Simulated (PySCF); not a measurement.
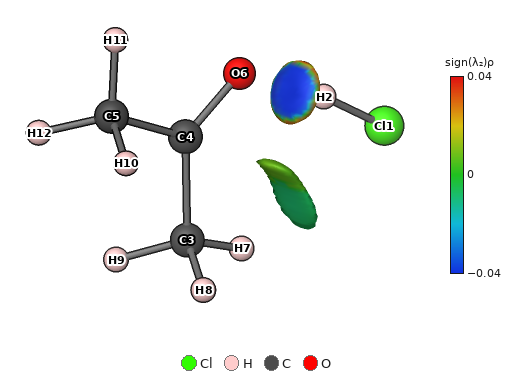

Figure 1: C$_{3}$H$_{7}$ClO, SMILES `Cl.CC(C)=O`. Non-covalent interaction surfaces between the fragments (reduced density gradient s = 0.6, coloured by sign(λ₂)ρ in a.u.; trimmed to the region between the fragments where ρ is under 0.06 a.u.). Fragment A: HCl (atoms 1–2); fragment B: H6C3O.

Level of theory: PBE/def2-SVP (PySCF), at a geometry from GFN2-xTB. GFN2-xTB bond lengths at metals and heavier atoms can be off by up to 0.1 Å and shapes distorted, which carries into these values.

Cartesian coordinates (Å):

```
Cl1      2.5073    0.0427    0.0021
H2       1.2876    0.5172   -0.0022
C3      -0.9428   -1.3834   -0.0017
C4      -1.2339    0.0880   -0.0025
C5      -2.6905    0.4549    0.0022
O6      -0.3624    0.9306   -0.0049
H7       0.1282   -1.5639   -0.0233
H8      -1.3857   -1.8444    0.8846
H9      -1.3924   -1.8452   -0.8714
H10     -3.1725    0.0372    0.8916
H11     -2.8077    1.5351    0.0021
H12     -3.1792    0.0364   -0.8666
```

Interpret the surfaces between the fragments.

Bond critical points between the fragments: H2···O6, hydrogen bond, 1.70 Å, ρ = 0.047 a.u.; Cl1···H7, weak C–H hydrogen bond, 2.87 Å, ρ = 0.008 a.u. The strongest appears blue (attractive, sign(λ₂)ρ well below zero). Several contacts close a ring, whose ring point adds a part with positive λ₂ between them. The pose is a local one from a semi-empirical search, not shown to be the most stable.

How strongly are they bound?

The counterpoise-corrected interaction energy of the frozen fragments is −6.8 kcal/mol without dispersion correction and −8.0 kcal/mol with D3(BJ). The pair geometry is semi-empirical, not a minimum at this level.

The PySCF run took 32 s on 1 thread of Arm Neoverse V2, on a shared host, peak memory 0.46 GiB.
